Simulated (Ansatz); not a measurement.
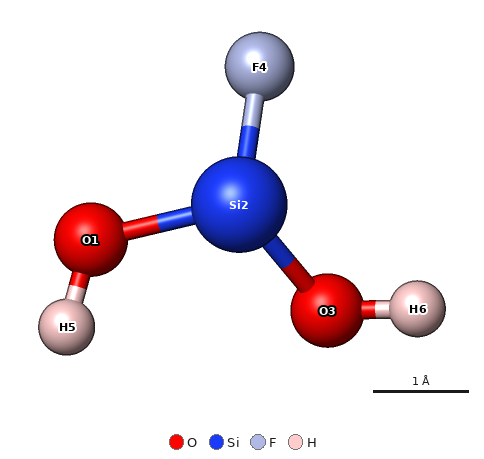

Fig. 1: The structure (ball-and-stick view, seen at a tilt; atoms are numbered from 1 in the order of the input). Bond lengths as drawn: F–Si 1.59 Å, H–O 0.96 Å and O–Si 1.63 to 1.64 Å.

# What a change does: single-point calculation on SiH$_{2}$O$_{2}$F

System: SiH$_{2}$O$_{2}$F, multiplicity 2, SMILES O[Si](O)F.
Method of the first run: UKS PBE0-D4/def2-SVP (Ansatz 0.2.0).

The geometry comes from this level: PBE0-D4/def2-TZVP. Text and figures count atoms from 1; the logs count them from 0 in places.

**The input, the first run**
```yaml
crystal:
  periodic: [false, false, false]
  atoms:
    - {symbol: O, position_ang: [-0.887312, 1.032021, -0.626322]}
    - {symbol: Si, position_ang: [0.382886, 0.026226, -0.446519]}
    - {symbol: O, position_ang: [0.346326, -0.560693, 1.083424]}
    - {symbol: F, position_ang: [0.159445, -1.133927, -1.516285]}
    - {symbol: H, position_ang: [-1.051627, 1.658840, 0.081082]}
    - {symbol: H, position_ang: [1.092282, -1.086566, 1.378520]}
basis:
  gaussian: {orbitals: def2-SVP}
magnetization: {spin_polarized: true, initial_magnetization: 1}
hamiltonian: {xc: pbe0, dispersion: d4}
output: {orbitals: {seedname: orbitals}}
```

Hardware: 2 CPU threads, shared host.

**Output (the first run)**
```
Functional definition: PBE0
  parameter a = 0.25
  parameter kappa = 0.804
  parameter beta = 0.06672455060314922
  exchange = (1 - a)*pbe_x(kappa = kappa, mu = beta*pi^2/3) + a*exact_x
  correlation = pbe_c(beta = beta)
656 factors; integrals over basis functions are off by at most 5.9e-4 eV
mean field evaluation 1: about -14697.7862 eV, gradient 4.7e1 eV
mean field evaluation 2: about -14687.3782 eV, gradient 7.1e1 eV
mean field evaluation 4: about -14705.3478 eV, gradient 2.8e0 eV
mean field evaluation 8: about -14705.4434 eV, gradient 1.3e-1 eV
mean field evaluation 16: about -14705.4435 eV, gradient 5.3e-5 eV
mean field -14705.44347242 eV, -540.4150799038 hartree, gradient 5.5e-5 eV, S^2 0.751454; 0 other end points of the search recorded, 0 dependent functions left out
reference -14705.44349444 eV, -540.4150807130 hartree; 21, 20 occupied and 49, 50 virtual orbitals, 656 factors
Total energy: -14705.52395879 eV, -540.4180377234 hartree
```

For the second run the input was changed thus:
```diff
-hamiltonian: {xc: pbe0, dispersion: d4}
+hamiltonian: {xc: {name: wB97M-V}}
```

Predict how the results change.

The total energies belong to different models, so their difference says nothing on which is more stable or more accurate. The HOMO goes from −6.19 to −7.99 eV. The LUMO goes from −2.13 to −0.49 eV.

**Output (the second run)**
```
Functional definition: wB97M-V
  parameter omega = 0.3/bohr
  parameter cx = 0.15
  parameter cx01 = 1.007
  parameter cx10 = 0.259
  parameter css00 = 0.443
  parameter css04 = -1.437
  parameter css10 = -4.535
  parameter css20 = -3.390
  parameter css43 = 4.278
  parameter cos00 = 1.000
  parameter cos10 = 1.358
  parameter cos20 = 2.924
  parameter cos21 = -8.812
  parameter cos60 = -1.390
  parameter cos61 = 9.142
  parameter b = 6.0
  parameter c = 0.01
  gx(w, u) = 1 - cx + cx01*u + cx10*w
  gss(w, u) = css00 + css04*u^4 + css10*w + css20*w^2 + css43*w^4*u^3
  gos(w, u) = cos00 + cos10*w + (cos20 + cos21*u)*w^2 + (cos60 + cos61*u)*w^6
  exchange = spin_sum(e_x_unif_sr(omega)*gx(b97_w, b97_u_x)) + cx*exact_x_sr(omega) + exact_x_lr(omega)
  correlation = spin_sum(e_c_pw_mod_same_spin*gss(b97_w, b97_u_same))
      + integral(e_c_pw_mod_opposite_spin*gos(b97_w_opposite, b97_u_opposite)) + vv10(b, c)
656 factors; integrals over basis functions are off by at most 5.9e-4 eV
178 factors; integrals over basis functions are off by at most 7.5e-6 eV
mean field evaluation 1: about -14706.7613 eV, gradient 4.3e1 eV
mean field evaluation 2: about -14706.3189 eV, gradient 4.6e1 eV
mean field evaluation 4: about -14713.1655 eV, gradient 1.0e0 eV
mean field evaluation 8: about -14713.2149 eV, gradient 1.0e-1 eV
mean field evaluation 16: about -14713.2151 eV, gradient 7.3e-5 eV
mean field -14713.21513793 eV, -540.7006833434 hartree, gradient 7.4e-5 eV, S^2 0.751173; 0 other end points of the search recorded, 0 dependent functions left out
reference -14713.21517046 eV, -540.7006845388 hartree; 21, 20 occupied and 49, 50 virtual orbitals, 656 factors
Total energy: -14713.21517046 eV, -540.7006845388 hartree
```

**The two runs side by side**

| quantity | the first run | the second run |
| --- | --- | --- |
| outcome | converged | converged |
| total energy (hartree) | −540.418038 | −540.700685 |
| HOMO (eV) | −6.19 | −7.99 |
| LUMO (eV) | −2.13 | −0.49 |
| ⟨S²⟩ | 0.751 | 0.751 |
| basis functions | 70 | 70 |
| wall time (shared host) | 1.2 s | 3.8 s |
